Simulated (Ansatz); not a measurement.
**The cluster InHO₂: one molecule under many settings**

Aim: run the cluster InHO₂ under a spread of inputs, and see what each costs and gives.

Program: Ansatz 0.2.0, Gaussian basis. Level of theory: the settings change from run to run. These are calculated values, not measurements.

2 further runs of the same task are left out: 2 set aside as unsound or not needed.

## (1) The molecule

The structure was relaxed beforehand with PBE0-D4 in a triple-zeta def2 set. In takes a core potential in def2 sets; no spin-orbit term is included.

4 atoms, charge 0, spin multiplicity 1.

Atoms are counted from 1 here; the program's logs count them from 0.

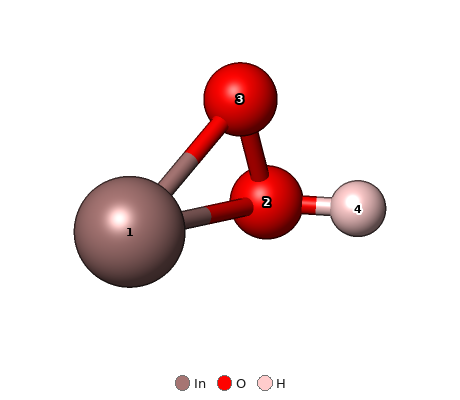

The geometry (indium brown, oxygen red, hydrogen pink); atoms are numbered from 1 in the order of the file.

Coordinates:

```xyz
4

In    0.96501   -1.54632    0.25295
O    -0.67268    0.23199   -0.35937
O     0.09323    0.26497    0.88722
H    -0.38556    1.04937   -0.78080
```

## (2) B3LYP/def2-mTZVPP

Set apart from the defaults: charge +1, multiplicity 2, finite nuclei, D3(BJ) dispersion.

in.yaml reads:

```yaml
crystal:
  periodic: [false, false, false]
  atoms:
    - {symbol: In, position_ang: [0.965013, -1.546315, 0.252952]}
    - {symbol: O, position_ang: [-0.672680, 0.231994, -0.359373]}
    - {symbol: O, position_ang: [0.093227, 0.264966, 0.887220]}
    - {symbol: H, position_ang: [-0.385560, 1.049365, -0.780799]}
basis:
  gaussian: {orbitals: def2-mTZVPP, nuclear_model: gaussian}
total_charge: 1
magnetization: {spin_polarized: true, initial_magnetization: 1}
hamiltonian: {xc: {name: B3LYP}, dispersion: d3bj}
output: {forces: true}
```

Run with:

```
$ ansatz run in.yaml --threads 2 --pin off --events-out ev --progress --plain --max-ram 4352MiB
```

Output:

```text
Functional definition: B3LYP
  name "B3LYP"
  cite "Stephens, Devlin, Chabalowski & Frisch, J. Phys. Chem. 98, 11623 (1994) doi:10.1021/j100096a001"
  cite "Becke, Phys. Rev. A 38, 3098 (1988) doi:10.1103/PhysRevA.38.3098"
  cite "Lee, Yang & Parr, Phys. Rev. B 37, 785 (1988) doi:10.1103/PhysRevB.37.785"
  cite "Vosko, Wilk & Nusair, Can. J. Phys. 58, 1200 (1980) doi:10.1139/p80-159"
  parameter a0 = 0.2
  parameter ax = 0.72
  parameter ac = 0.81
  exchange = (1 - a0 - ax)*slater_x + ax*b88_x + a0*exact_x
  correlation = (1 - ac)*vwn_rpa_c + ac*lyp_c
771 factors; their error is unknown
mean field evaluation 1: about -9227.8881 eV, gradient 9.6e1 eV
mean field evaluation 2: about -8661.5824 eV, gradient 2.4e2 eV
mean field evaluation 4: about -9264.5036 eV, gradient 5.4e1 eV
mean field evaluation 8: about -9277.2900 eV, gradient 1.3e0 eV
mean field evaluation 16: about -9277.3484 eV, gradient 1.0e-2 eV
mean field -9277.34837044 eV, -340.9362642012 hartree, gradient 3.2e-5 eV, S^2 0.758155; 2 other end points of the search recorded, 0 dependent functions left out
the calculation of the forces begins
reference -9277.34856235 eV, -340.9362712537 hartree; 19, 18 occupied and 70, 71 virtual orbitals, 771 factors
Total energy: -9277.45147491 eV, -340.9400532206 hartree
Atom 0 at     0.965013    -1.546315     0.252952 Å, force     1.269863    -2.005122    -0.058148 eV/Å
Atom 1 at    -0.672680     0.231994    -0.359373 Å, force     0.404086     0.185687     2.019751 eV/Å
Atom 2 at     0.093227     0.264966     0.887220 Å, force    -1.742307     1.047635    -1.597252 eV/Å
Atom 3 at    -0.385560     1.049365    -0.780799 Å, force     0.068358     0.771801    -0.364350 eV/Å
Dipole moment:     0.096531     0.105408    -0.293662 e Å
```

Wall time 3.4 s (2 threads of Arm Neoverse V2, shared host).

Largest force 2.585 eV/Å, ⟨S²⟩ 0.758.

## (3) rPW86-PBE/def2-SVP

Options: multiplicity 3, density fitting with def2-universal-jkfit, the search for lower states set to off.

in.yaml reads:

```yaml
crystal:
  periodic: [false, false, false]
  atoms:
    - {symbol: In, position_ang: [0.965013, -1.546315, 0.252952]}
    - {symbol: O, position_ang: [-0.672680, 0.231994, -0.359373]}
    - {symbol: O, position_ang: [0.093227, 0.264966, 0.887220]}
    - {symbol: H, position_ang: [-0.385560, 1.049365, -0.780799]}
basis:
  gaussian: {orbitals: def2-SVP, fitting: {mean_field: def2-universal-jkfit}}
magnetization: {spin_polarized: true, initial_magnetization: 2}
hamiltonian: {xc: {name: rPW86-PBE}}
scf: {lower_state_search: off}
output: {forces: true}
```

The command is unchanged.

Output, shortened:

```text
Functional definition: rPW86-PBE
  name "rPW86-PBE"
  cite "Murray, Lee & Langreth, J. Chem. Theory Comput. 5, 2754 (2009) doi:10.1021/ct900365q"
  cite "Perdew, Burke & Ernzerhof, Phys. Rev. Lett. 77, 3865 (1996) doi:10.1103/PhysRevLett.77.3865"
  parent pbe
[...]
390 factors; integrals over basis functions are off by at most 1.7e-1 eV
[...]
mean field -9289.02926113 eV, -341.3655290165 hartree, gradient 3.2e-6 eV, S^2 2.003224; 0 other end points of the search recorded, 0 dependent functions left out
[...]
reference -9289.02935516 eV, -341.3655324719 hartree; 20, 18 occupied and 39, 41 virtual orbitals, 390 factors
Total energy: -9289.02935516 eV, -341.3655324719 hartree
Atom 0 at     0.965013    -1.546315     0.252952 Å, force     1.459890    -1.934773     0.256510 eV/Å
Atom 1 at    -0.672680     0.231994    -0.359373 Å, force    -2.538406     0.314310    -1.859845 eV/Å
Atom 2 at     0.093227     0.264966     0.887220 Å, force     0.951128     0.506792     2.392457 eV/Å
Atom 3 at    -0.385560     1.049365    -0.780799 Å, force     0.127388     1.113671    -0.789122 eV/Å
Dipole moment:    -0.016702     0.185729    -0.293151 e Å
Checks for a lower state left out: stability, starts, cluster_reference, orbital_swaps, neighbouring_geometries, increment
```

It took 2.3 s on 2 threads of Arm Neoverse V2, shared host.

Largest force 3.162 eV/Å, dipole 1.67 D, ⟨S²⟩ 2.003.

## (4) revPBE0/def2-TZVPP

Options: atoms shaken by 0.08 Å, a point charge of 0.50 e beside it, D3(BJ) with three-body dispersion, the search for lower states set to full.

in.yaml reads:

```yaml
crystal:
  periodic: [false, false, false]
  atoms:
    - {symbol: In, position_ang: [0.904823, -1.618127, 0.248976]}
    - {symbol: O, position_ang: [-0.733404, 0.191852, -0.488392]}
    - {symbol: O, position_ang: [0.079063, 0.291335, 0.890180]}
    - {symbol: H, position_ang: [-0.348478, 1.046595, -0.933571]}
basis:
  gaussian: {orbitals: def2-TZVPP, point_charges: [{charge: 0.50, position_ang: [5.315, -0.732, 0.630]}]}
hamiltonian: {xc: {name: revPBE0}, dispersion: d3bjatm}
scf: {lower_state_search: full}
output: {forces: true}
```

Launched as before.

Output, shortened:

```text
Functional definition: revPBE0
  name "revPBE0"
  cite "Zhang & Yang, Phys. Rev. Lett. 80, 890 (1998) doi:10.1103/PhysRevLett.80.890"
  cite "Adamo & Barone, J. Chem. Phys. 110, 6158 (1999) doi:10.1063/1.478522"
  cite "Perdew, Burke & Ernzerhof, Phys. Rev. Lett. 77, 3865 (1996) doi:10.1103/PhysRevLett.77.3865"
[...]
842 factors; their error is unknown
[...]
mean field -9282.77493701 eV, -341.1356868445 hartree, gradient 1.4e-5 eV, S^2 0.000000; 1 other end points of the search recorded, 0 dependent functions left out
[...]
reference -9282.77497352 eV, -341.1356881860 hartree; 19, 19 occupied and 107, 107 virtual orbitals, 842 factors
Total energy: -9282.89660724 eV, -341.1401581429 hartree
Atom 0 at     0.904823    -1.618127     0.248976 Å, force    -0.406783     0.672193     0.116295 eV/Å
Atom 1 at    -0.733404     0.191852    -0.488392 Å, force     2.411292     2.495519     0.649561 eV/Å
Atom 2 at     0.079063     0.291335     0.890180 Å, force    -0.860656    -0.669256    -2.089520 eV/Å
Atom 3 at    -0.348478     1.046595    -0.933571 Å, force    -1.160673    -2.506807     1.315413 eV/Å
Dipole moment:     0.226119    -0.313613    -0.297291 e Å
```

Run time: 2.4 s. Hardware: 2 threads of Arm Neoverse V2, shared host.

Largest force 3.530 eV/Å, dipole 2.34 D.

## (5) revPBE0/def2-TZVPP

This run has multiplicity 3, atoms shaken by 0.03 Å, finite nuclei.

in.yaml reads:

```yaml
crystal:
  periodic: [false, false, false]
  atoms:
    - {symbol: In, position_ang: [0.940297, -1.570020, 0.232899]}
    - {symbol: O, position_ang: [-0.679295, 0.223780, -0.314295]}
    - {symbol: O, position_ang: [0.083118, 0.326179, 0.913732]}
    - {symbol: H, position_ang: [-0.398331, 0.968532, -0.752168]}
basis:
  gaussian: {orbitals: def2-TZVPP, nuclear_model: gaussian}
magnetization: {spin_polarized: true, initial_magnetization: 2}
hamiltonian: {xc: {name: revPBE0}}
scf: {omitted_lower_state_checks: [starts]}
```

The command is unchanged.

Output, shortened:

```text
Functional definition: revPBE0
  name "revPBE0"
  cite "Zhang & Yang, Phys. Rev. Lett. 80, 890 (1998) doi:10.1103/PhysRevLett.80.890"
  cite "Adamo & Barone, J. Chem. Phys. 110, 6158 (1999) doi:10.1063/1.478522"
  cite "Perdew, Burke & Ernzerhof, Phys. Rev. Lett. 77, 3865 (1996) doi:10.1103/PhysRevLett.77.3865"
[...]
842 factors; their error is unknown
[...]
mean field -9279.84605055 eV, -341.0280522520 hartree, gradient 1.1e-5 eV, S^2 2.015422; 0 other end points of the search recorded, 0 dependent functions left out
reference -9279.84609785 eV, -341.0280539902 hartree; 20, 18 occupied and 106, 108 virtual orbitals, 842 factors
Total energy: -9279.84609785 eV, -341.0280539902 hartree
Checks for a lower state left out: starts
```

Run time: 7.5 s. Hardware: 2 threads of Arm Neoverse V2, shared host.

⟨S²⟩ 2.015.

## (6) PBE/x2c-TZVPPall

Set apart from the defaults: charge -1, multiplicity 2, atoms shaken by 0.08 Å, finite nuclei, a point charge of 0.50 e beside it, D3(BJ) with three-body dispersion.

in.yaml reads:

```yaml
crystal:
  periodic: [false, false, false]
  atoms:
    - {symbol: In, position_ang: [0.968194, -1.653229, 0.110813]}
    - {symbol: O, position_ang: [-0.701813, 0.283418, -0.575753]}
    - {symbol: O, position_ang: [0.159085, 0.239389, 0.913395]}
    - {symbol: H, position_ang: [-0.420124, 1.082665, -0.725413]}
basis:
  gaussian: {orbitals: x2c-TZVPPall, nuclear_model: gaussian, point_charges: [{charge: 0.50, position_ang: [5.375, 0.740, -0.673]}]}
total_charge: -1
magnetization: {spin_polarized: true, initial_magnetization: 1}
hamiltonian: {xc: {name: PBE}, dispersion: d3bjatm}
output: {forces: true}
```

Same command.

Output, shortened:

```text
Functional definition: PBE
  name "PBE"
  cite "Perdew, Burke & Ernzerhof, Phys. Rev. Lett. 77, 3865 (1996) doi:10.1103/PhysRevLett.77.3865"
  parent pbe
[...]
914 factors; their error is unknown
[...]
mean field -164127.24694595 eV, -6031.5650758200 hartree, gradient 4.0e-6 eV, S^2 0.757798; 6 other end points of the search recorded, 0 dependent functions left out
[...]
reference -164127.24698009 eV, -6031.5650770748 hartree; 34, 33 occupied and 102, 103 virtual orbitals, 914 factors
Total energy: -164127.30492240 eV, -6031.5672064152 hartree
Relativity: scalar
Atom 0 at     0.968194    -1.653229     0.110813 Å, force    -0.280478     1.228675     0.432119 eV/Å
Atom 1 at    -0.701813     0.283418    -0.575753 Å, force    -3.421038    -7.223924     0.361349 eV/Å
Atom 2 at     0.159085     0.239389     0.913395 Å, force     1.273039    -1.260170     0.745744 eV/Å
Atom 3 at    -0.420124     1.082665    -0.725413 Å, force     2.652682     7.342712    -1.607874 eV/Å
Dipole moment:     0.206960    -0.439349    -0.195094 e Å
```

It took 10 s on 2 threads of Arm Neoverse V2, shared host.

Largest force 8.001 eV/Å, ⟨S²⟩ 0.758.

## (7) All runs side by side

```
             level  charge  multiplicity              geometry  functions  energy (eV)   time
 B3LYP/def2-mTZVPP       1             2               relaxed         89    -9277.451  3.4 s
rPW86-PBE/def2-SVP       0             3               relaxed         59    -9289.029  2.3 s
revPBE0/def2-TZVPP       0             1  shaken, point charge        126    -9282.897  2.4 s
revPBE0/def2-TZVPP       0             3                shaken        126    -9279.846  7.5 s
  PBE/x2c-TZVPPall      -1             2  shaken, point charge        136  -164127.305   10 s
```

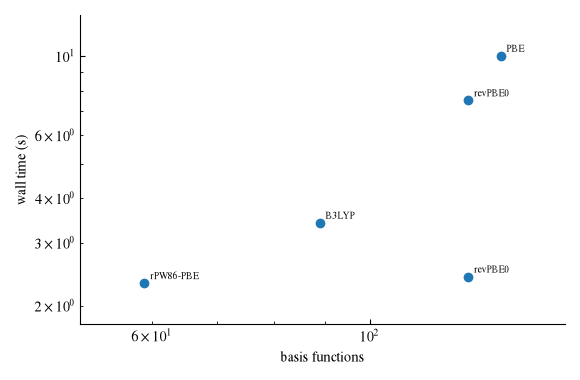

Wall time against the number of basis functions (shared host).

## (8) Results

| quantity | value |
| --- | --- |
| runs | 5 |
| quickest | rPW86-PBE/def2-SVP, 2.3 s |
| slowest | PBE/x2c-TZVPPall, 10 s |

What this shows: The runs differ in state or geometry as well as level, so their energies can't be set against each other. PBE/x2c-TZVPPall took 4 times as long as rPW86-PBE/def2-SVP. The jobs differ in tasks and options as well as level.
